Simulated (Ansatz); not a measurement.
## Electronic structure of H6N2Si (SMILES N[SiH2]N) in real space

The calculation's input:

```
crystal:
  periodic: [false, false, false]
  atoms:
    - symbol: "N"
      position_ang: [0.125965, 1.280913, 0.408365]
    - symbol: "N"
      position_ang: [-0.443773, -1.137230, -0.861969]
    - symbol: Si
      position_ang: [0.479964, 0.316072, -0.978233]
    - symbol: H
      position_ang: [0.805027, 1.952923, 0.749578]
    - symbol: H
      position_ang: [-0.823513, 1.582486, 0.604427]
    - symbol: H
      position_ang: [0.104494, 0.852058, -2.329792]
    - symbol: H
      position_ang: [1.977459, 0.208972, -0.946349]
    - symbol: H
      position_ang: [-0.336126, -1.760789, -0.067943]
    - symbol: H
      position_ang: [-0.700223, -1.647500, -1.700430]
basis:
  gaussian:
    orbitals: def2-TZVPD
hamiltonian:
  xc: pbe0
output:
  forces: true
  orbitals: {seedname: orbitals}
```

Command:

```sh
ansatz run input.yaml --threads 1 --pin off --max-ram 2610MiB --events-out events.jsonl --progress --plain --runs-dir runs
```

Geometry: r2SCAN-D4/def2-SVP.

Level of theory: isolated molecule in a Gaussian basis; Kohn-Sham density functional theory, functional PBE0 (Ansatz 0.2.0).

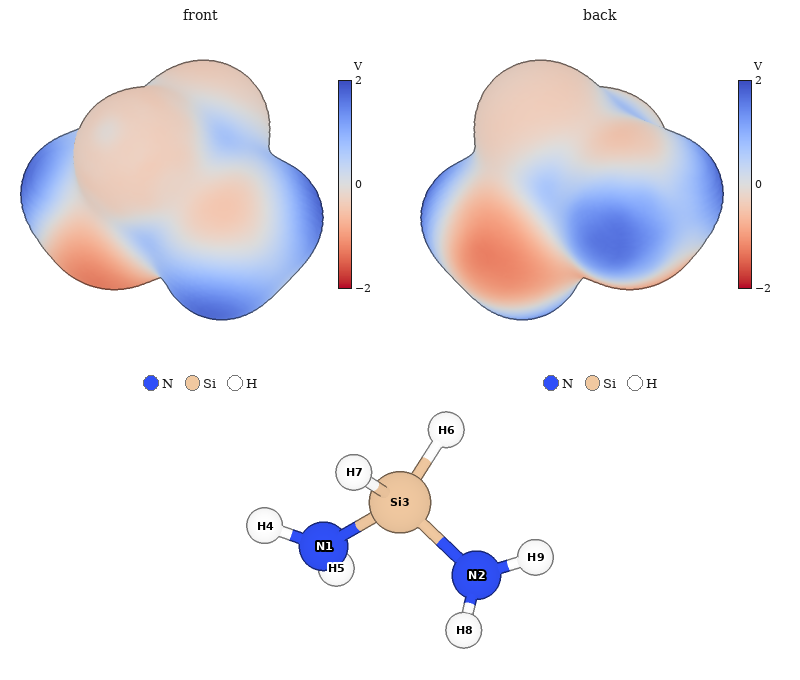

Figure 1. The electrostatic potential painted on the density surface at 0.002 e/bohr³, seen from the front and from behind; the colour scale runs from red (negative) to blue (positive). The bare structure is drawn below in the same view.

**Describe the electrostatic potential map.**

The most negative region (about −1.2 V) lies over N1 and N2, the most positive (about +1.7 V) over H4, H5, H8 and H9.

**What dipole moment does the calculation give?**

Its dipole moment is 0.57 D.

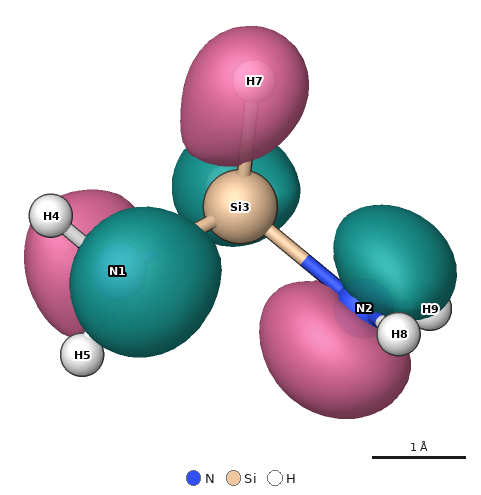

Figure 2. The HOMO at ±0.15 Å⁻³ᐟ² (teal and pink are the two phases), seen at a tilt.

**Describe this orbital and give its energy.**

Its weight (Hirshfeld) is mainly on N1 (about 30 %), N2 (about 30 %), Si3 (about 15 %), H6 (about 10 %) and H7 (about 10 %). Its energy is −7.29 eV.

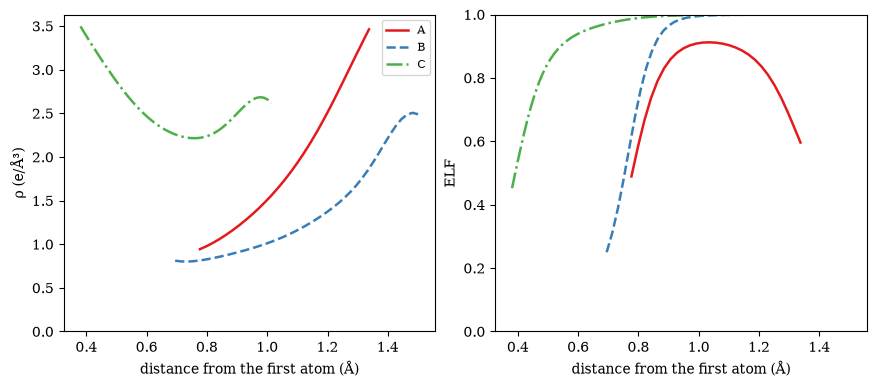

Figure 3. Electron density and electron localisation function along straight lines between neighbouring atoms. The curves leave out the atomic cores.

**Which curve belongs to which contact (N–H, Si–H and Si–N)? The first atom named is at distance zero.**

Curve A: Si–N (1.73 Å): the density is about 1.1 e/Å³ at the midpoint; the ELF peaks at about 0.90 between the atoms: a polar covalent bond. Curve B: Si–H (1.50 Å): ρ at the midpoint is about 0.8 e/Å³; the ELF climbs to about 1 towards the hydrogen, as it does in any bond to H. Curve C: N–H (1.01 Å): ρ is about 2.8 e/Å³ halfway; the ELF climbs to about 1 towards the hydrogen (a covalent bond by its length).
